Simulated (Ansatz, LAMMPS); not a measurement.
# Glassy 68P2O5-32SrO (mol %) (103 atoms): support functions against a reference, part 3 of 3

Aim: test how closely localised support functions follow the reference on glassy 68P2O5-32SrO (mol %) (103 atoms), and at what cost. A setting counts as converged where the r.m.s. difference of forces stays under 1 % of the r.m.s. force.

Ansatz 0.2.0; Kohn-Sham DFT, PBE, PAW (set soft_2), plane waves.

The cell: 26 P, 6 Sr and 71 O. The quench rate of 50 K/ps is orders of magnitude faster than experiment. The network of bonds at the start is that of the classical potential that made the cell. Sampling is at Γ alone, for a cell whose shortest periodic width is 11 Å.

So far. Step 9 (Support functions medium, radius 4.08 Å): Forces differ from the reference by 0.80 meV/Å r.m.s., 0.047 % of their size, well within a tolerance of 1 %; the energy by -5.5 meV/atom. It took 59 s and 15 cycles; the reference's time can't be set against it, since the two runs asked for unlike analyses. Step 10 (Other settings): Forces differ from the reference by 0.087 meV/Å r.m.s., 0.0051 % of their size, well within a tolerance of 1 %.

### Step 11. Cost against change

Differences are against the plane-wave reference (Kohn-Sham DFT, PBE, PAW (set soft_2), plane waves), whose r.m.s. force component is 1.71 eV/Å. Energies are set beside the reference only for runs with its functional, potentials and electron count. Times are for 8 threads of AMD EPYC 9R45, shared host. The reference's time includes the DOS, the stress and grids, which some other runs skip.

```csv
run,"Δ force, r.m.s. (meV/Å)",share of r.m.s. force (%),Δ energy (meV/atom),Δ pressure (GPa),Δ gap (eV),cycles,time,host memory (GiB)
reference,-,-,-,-,-,11,7.7 s,2.1
support functions low,0.966,0.0565,-5.54,-,-0.0019,13,42 s,5.0
support functions medium,0.834,0.0488,-5.54,-,-0.001,15,47 s,5.0
"support functions medium, radius 3.59 Å",0.882,0.0516,-5.54,-,-0.001,15,42 s,4.8
"support functions medium, radius 3.85 Å",0.841,0.0492,-5.55,-,-8.0e-4,15,51 s,5.3
"support functions medium, radius 4.08 Å",0.804,0.047,-5.55,-,-4.0e-4,15,59 s,5.8
scf.convergence.dr2_threshold = 1e-05 and scf.mixing.preconditioner = "resta",0.087,0.0051,0,1.0e-4,-3.0e-4,8,6.7 s,2.1
```

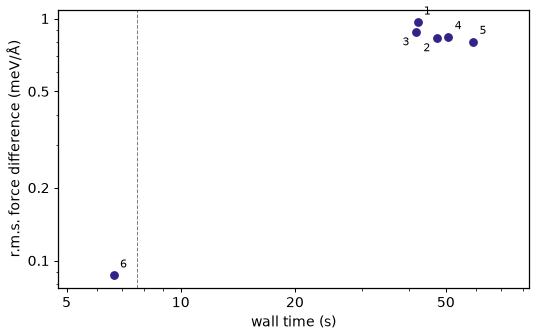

Force difference from the reference against wall time; the dashed line marks the reference's time. Points: 1 support functions low; 2 support functions medium; 3 support functions medium, radius 3.59 Å; 4 support functions medium, radius 3.85 Å; 5 support functions medium, radius 4.08 Å; 6 scf.convergence.dr2_threshold = 1e-05 and scf.mixing.preconditioner = "resta".

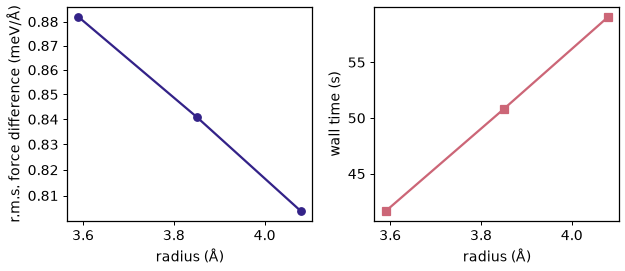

Force difference and time against the radius.

### Step 12. What the reference run shows

The comparisons rest on this run, so its electronic structure is set out here.

Length of the force by element:

```csv
element,coordination,atoms,mean length of the force (eV/Å),spread,least,most
O,all,71,2.09,1.22,0.144,5.56
P,all,26,3.99,1.43,2.21,7.03
Sr,all,6,1.71,0.429,1.16,2.21
```

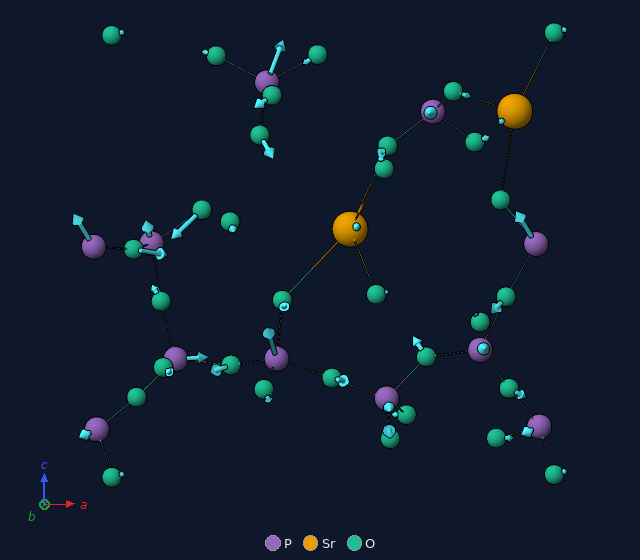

Forces as arrows; the longest in the cell is 7.03 eV/Å. Drawn is a slice 4 Å thick, seen along the normal of the ac plane. Bonds to atoms that aren't drawn are left out.

States in the cell by windows of 1 eV, zero at the Fermi level; the larger projections on atomic orbitals stand beside the total:

```csv
from (eV),to (eV),total,O p,P p,O s,Sr p
-18,-17,17.3,0.5,2.4,9.0,5.1
-17,-16,29.4,2.7,0.7,1.4,23.8
-16,-15,8.0,1.4,0.3,0.4,5.6
-15,-14,6.1,3.6,0.9,0.7,0.1
-14,-13,13.8,8.5,2.5,1.4,0.0
-13,-12,14.0,9.3,3.0,0.8,0.0
-12,-11,12.1,8.1,2.7,0.6,0.0
-11,-10,13.3,9.3,3.3,0.3,0.0
-10,-9,1.1,0.8,0.2,0.0,0.0
-9,-8,13.8,11.2,1.1,0.9,0.0
-8,-7,29.5,23.8,2.2,2.3,0.0
-7,-6,50.7,41.3,3.6,3.9,0.1
-6,-5,52.9,44.4,2.9,3.6,0.1
-5,-4,44.2,38.4,2.1,2.1,0.1
-4,-3,50.8,45.4,2.2,1.5,0.1
-3,-2,49.5,45.4,1.9,0.7,0.1
-2,-1,45.3,42.5,1.3,0.3,0.0
-1,0,22.3,21.3,0.4,0.1,0.0
0,1,0.6,0.6,0.0,0.0,0.0
1,2,2.0,0.3,0.3,0.4,0.0
2,3,6.4,0.9,1.8,1.1,0.0
3,4,11.0,1.3,2.6,1.4,0.0
4,5,24.1,2.5,6.0,2.2,0.0
```

With fixed occupations the program's Fermi level is the highest filled level; weight inside the gap is the broadening of levels at its edges.

Between -26 and -18 eV lie 127 more states.

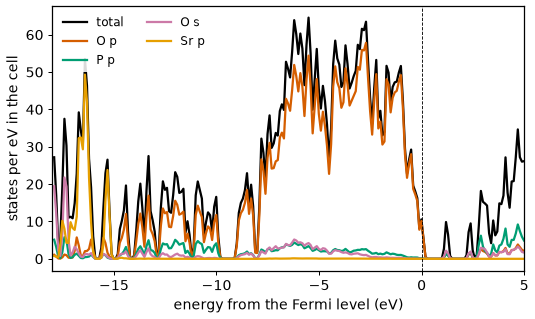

Total and projected density of states, with the broadening of the input.

The levels nearest the highest filled one (over half full), pooled over k-points and spins:

```csv
level less the highest filled one (eV),occupation
-0.550,2
-0.521,2
-0.440,2
-0.298,2
-0.218,2
0,2
1.21,0
2.35,0
2.85,0
2.94,0
3.09,0
3.21,0
```

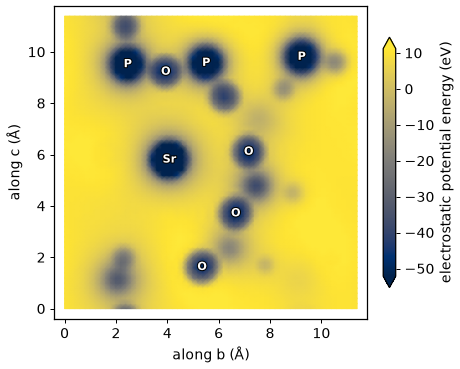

Electrostatic potential energy in the bc plane at fractional x = 0.188, with atoms of P and Sr and O within 0.2 Å of it. With pseudopotentials it is smooth inside the atoms' cores, unlike the true potential. The map starts off the cell's origin, so that atoms lie inside it.

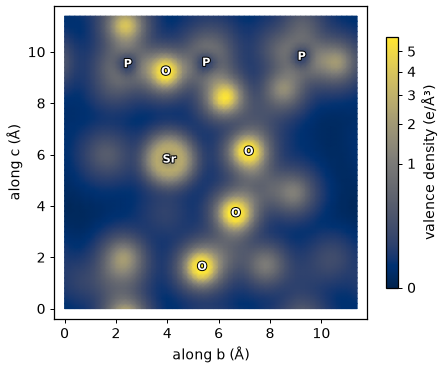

Valence density in the bc plane at fractional x = 0.188, with atoms of P and Sr and O within 0.2 Å of it. It is the smooth field of the valence electrons, not physical close to the nuclei. The map starts off the cell's origin, so that atoms lie inside it. The colour scale is stretched toward low values.

### Step 13. Local order

Bonds and neighbours are counted at the geometry of the runs.

Density 2.77 g/cm³, 14.35 Å³ an atom.

g(r), total and by pair (bins of 0.2 Å):

```csv
r (Å),total,O-O,O-P,O-Sr,P-P,P-Sr,Sr-Sr
1.40,1.38,0.00,3.96,0.00,0.00,0.00,0.00
1.60,3.48,0.00,10.01,0.00,0.00,0.00,0.00
1.80,0.07,0.00,0.21,0.00,0.00,0.00,0.00
2.00,0.00,0.00,0.00,0.00,0.00,0.00,0.00
2.20,0.02,0.05,0.00,0.00,0.00,0.00,0.00
2.40,1.58,3.13,0.00,1.14,0.00,0.00,0.00
2.60,1.63,2.83,0.05,3.35,0.00,0.00,0.00
2.80,0.26,0.36,0.08,0.72,0.00,0.00,0.00
3.00,0.73,0.71,0.14,0.91,4.11,0.00,0.00
3.20,0.92,1.25,0.43,0.54,2.12,0.00,0.00
3.40,0.99,0.96,1.19,0.97,0.00,1.26,2.96
3.60,0.97,0.67,1.57,0.64,0.27,1.15,0.00
3.80,1.07,0.54,1.82,0.76,0.49,2.89,0.00
4.00,1.31,0.72,2.09,1.39,0.55,3.35,0.00
4.20,0.97,0.75,1.31,0.62,0.90,1.47,1.79
4.40,1.02,1.03,0.67,1.72,1.78,1.35,1.71
4.60,1.04,1.36,0.63,1.04,0.98,0.88,0.00
4.80,1.13,1.46,0.62,1.56,1.05,0.96,0.00
5.00,1.05,1.24,0.71,1.16,1.60,0.61,0.00
5.20,0.96,0.91,0.90,1.27,1.10,1.25,1.18
5.40,0.92,1.00,0.74,1.00,1.26,0.91,0.00
5.60,1.03,1.01,1.06,1.01,1.11,0.71,3.10
```

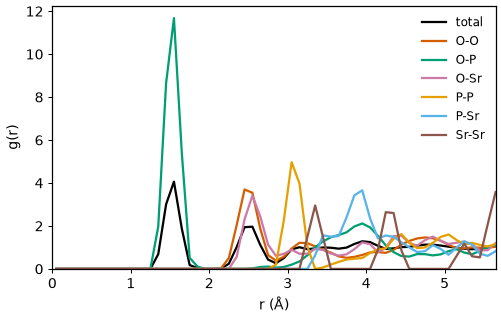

Pair distribution functions, lightly smoothed.

Bonds by pair of elements; cutoffs follow the first minimum of g(r), held within bounds set by covalent radii, and pairs that aren't listed don't count as bonded:

```csv
pair A-B,cutoff (Å),bonds,mean length (Å),spread (Å),shortest (Å),B about A,A about B
O-P,2.08,105,1.54,0.05,1.45,1.48,4.04
O-Sr,3.05,28,2.63,0.157,2.41,0.394,4.67
```

The cutoff for O-Sr falls short of the minimum of g(r), so counts run low and odd coordinations can be artefacts.

How many atoms have how many bonded neighbours:

```csv
element,mean,1,2,3,4,5,6
O,1.87,12,56,3,0,0,0
P,4.04,0,0,0,25,1,0
Sr,4.67,0,0,0,3,2,1
```

Oxygen atoms by the number of network formers (Si, P, Ge, B, Al, As, Ga) bound to them:

```csv
network formers bound to O,O atoms,per cent
0,0,0
1,37,52.1
2,34,47.9
```

Network units: each former by its oxygen neighbours and how many of them bridge to another former:

```csv
former,O neighbours,bridging O,atoms
P,4,1,1
P,4,2,13
P,4,3,8
P,4,4,3
P,5,5,1
```

Rings of the network by King's shortest-path rule, up to 12 atoms, one path for each pair of neighbours; H, halogens, alkali and alkaline-earth atoms are left out, and the last column divides by all other atoms, bonded or not:

```csv
ring size (atoms),rings,per network atom
8,1,0.01
10,1,0.01
```

First main peaks of g(r), for some of the pairs, lie near 2.5 Å (O-O), 1.5 Å (O-P), 2.5 Å (O-Sr) and 3.1 Å (P-P). 48 % of the oxygens bridge two formers (P) and 52 % are non-bridging. The commonest P unit has 4 oxygens, 2 of them shared with other formers (13 of 26 atoms). Rings of 8 and 10 atoms are the most common (50 % each of those counted); sizes run from 8 to 10.

A closer look about P5, which bears the longest force: 17 atoms, nearest first, numbered in the order of the input, with positions taken from that point.

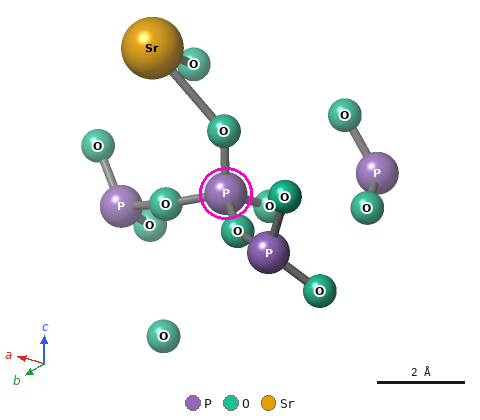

The atoms of the table, within 3.9 Å (arrows a, b, c point along x, y, z); some may hide others; the central atom is ringed.

```csv
atom,x,y,z,distance (Å),bonds,Fx,Fy,Fz (eV/Å)
P5,0.00,0.00,0.00,0.00,4,-1.48,-5.48,4.14
O74,-0.41,-1.23,-0.68,1.47,1,0.49,0.39,-1.15
O53,0.14,-0.09,1.52,1.53,2,0.40,1.67,-1.09
O37,1.45,0.34,-0.53,1.58,2,2.02,2.35,-0.66
O55,-1.10,1.12,-0.25,1.59,2,-2.08,3.05,-1.06
P4,2.85,0.11,-1.05,3.03,4,0.13,-1.98,-0.99
P9,-2.47,1.87,-0.15,3.10,4,3.33,0.27,0.14
O103,-3.02,-1.40,-0.08,3.33,1,0.85,1.14,-0.68
O95,-1.47,-2.72,1.38,3.39,2,2.39,-0.17,1.30
O67,-2.85,1.79,1.35,3.63,2,-0.77,0.29,1.41
P18,-2.38,-2.75,0.13,3.64,4,-4.68,1.49,1.13
O42,2.85,-1.11,-1.98,3.64,2,0.08,3.80,0.94
O99,2.41,-2.19,1.84,3.74,2,0.68,0.00,0.15
Sr27,1.91,0.29,3.31,3.83,4,0.34,-1.13,0.25
O36,3.83,-0.36,0.06,3.85,2,-1.30,0.77,2.02
O93,1.12,0.85,-3.63,3.89,1,-1.22,0.08,-0.78
O41,-3.52,1.27,-1.08,3.89,2,-0.04,0.05,-0.13
```

The column of bonds counts only the pairs O-P within 2.08 Å, O-Sr within 3.05 Å; other neighbours, such as metal atoms beside each other in a compound, aren't counted, and periodic images can show an atom twice.

### Step 14. What came out

```json
{
 "free energy per atom": "-788.6494 eV/atom",
 "pressure": "3.657 GPa",
 "r.m.s. force component": "1.709 eV/Å",
 "gap (highest filled to lowest empty level)": "1.213 eV",
 "wall time of the 7 DFT runs": "4.3 min"
}
```

**Reading.** Against plane waves at 420 eV, the forces differ by 0.83 meV/Å (0.049 %) with support functions medium. At 103 atoms the fastest of the runs at a preset level, support functions low, takes roughly 5.5 times the time of plane waves (whose run also made extra analyses, so the like-for-like ratio is larger), in 13 SCF cycles against 11. Differences between support functions and plane waves include what basis error the plane-wave run still has. The force difference hardly changes among these support-function runs, which points to the basis of the plane-wave reference as its main source. As the radius goes from 3.59 to 4.08 Å, the force difference goes from 0.88 to 0.80 meV/Å, and the time from 42 s to 59 s.

Between filled and empty levels lie 1.21 eV (at Γ alone); a semilocal functional tends to put such gaps too low. In a disordered cell it changes from sample to sample, and tail or defect levels can set it. 48 % of the oxygens bridge two formers (P) and 52 % are non-bridging.

**Limits.** The force components of 1.7 eV/Å r.m.s. come partly from thermal motion and partly from the difference between the classical potential and DFT. The pressure of 3.7 GPa is that of one thermal frame, in which the classical model's bond lengths enter as well as the volume, without the kinetic term.

[Logs are printed without paths, hosts, clocks, repeated set-up lines and the standing remarks that a program may print on its own settings, such as how far it seeks lower states.]

[Hosts, paths, dates, database ids (printed as entryN), source tags and the programs' standing remarks are cut or masked in the printed files.]
